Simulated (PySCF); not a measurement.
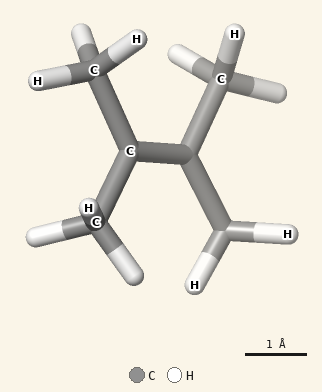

Starting structure of C6H12. The picture is a stick view, seen from a free direction.

The start comes from GFN2-xTB. Its atoms were then displaced at random by about 0.01 Å.

Method: PySCF, PBE0-D3(BJ)/def2-SVP geometry optimisation, gas phase.

```xyz
18

C     1.3900   -1.3394   -0.2307
C     0.6569    0.0029   -0.0822
C     1.5615    1.1932   -0.1204
C    -0.6259    0.0675    0.0757
C    -1.4646    1.3223    0.1855
C    -1.4938   -1.1849    0.1459
H     2.3850   -1.1659   -0.6189
H     0.8504   -1.9666   -0.9214
H     1.4453   -1.8173    0.7462
H     2.4744    0.9741    0.4786
H     1.1157    2.0864    0.3090
H     1.8983    1.4079   -1.1295
H    -2.3329    1.2983   -0.5031
H    -0.8993    2.2201   -0.0248
H    -1.8684    1.4162    1.2056
H    -2.4875   -0.9501    0.5251
H    -1.5872   -1.6324   -0.8407
H    -1.0455   -1.9203    0.8144
```

**Where does the relaxation end?**

Over 8 geometry steps the energy falls by 0.202 eV. The atom that moves furthest after the best rigid fit is H11 (0.28 Å). Largest moves by element: H 0.28 Å, C 0.05 Å. Some distances before and after: C2–C4 1.294 → 1.349 Å, C1–C2 1.537 → 1.508 Å, C1–H7 1.082 → 1.100 Å, C4–C6 1.525 → 1.509 Å. Among the angles between lasting bonds that change: H7–C1–H9 110.2° → 106.8°, C2–C1–H8 109.4° → 112.6°, C5–C4–C6 111.2° → 114.3°. The run took 48 s on 1 thread of Intel(R) Xeon(R) 6975P-C, on a shared host.

History of the run:

```tsv
step	E − E(0), eV
0	0.0000
1	-0.1929
2	-0.1983
3	-0.1988
4	-0.1996
5	-0.2004
6	-0.2006
7	-0.2016
8	-0.2019
```

Final geometry:

```xyz
18

C     1.3735   -1.3135   -0.2456
C     0.6675    0.0098   -0.0895
C     1.5789    1.2015   -0.1293
C    -0.6683    0.0665    0.0917
C    -1.4617    1.3323    0.2322
C    -1.4966   -1.1937    0.1462
H     2.3582   -1.1836   -0.7189
H     0.8035   -2.0276   -0.8582
H     1.5508   -1.7961    0.7325
H     2.3726    1.1031    0.6318
H     1.0689    2.1563    0.0459
H     2.0942    1.2675   -1.1034
H    -2.2529    1.3758   -0.5367
H    -0.8614    2.2455    0.1413
H    -1.9788    1.3640    1.2070
H    -2.4962   -0.9935    0.5593
H    -1.6461   -1.6266   -0.8590
H    -1.0336   -1.9758    0.7669
```

The end point in the same view:

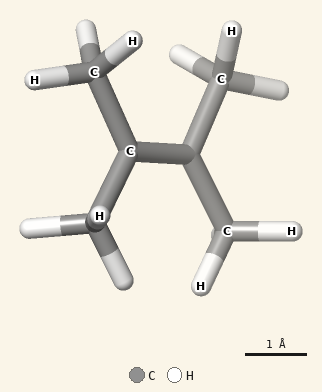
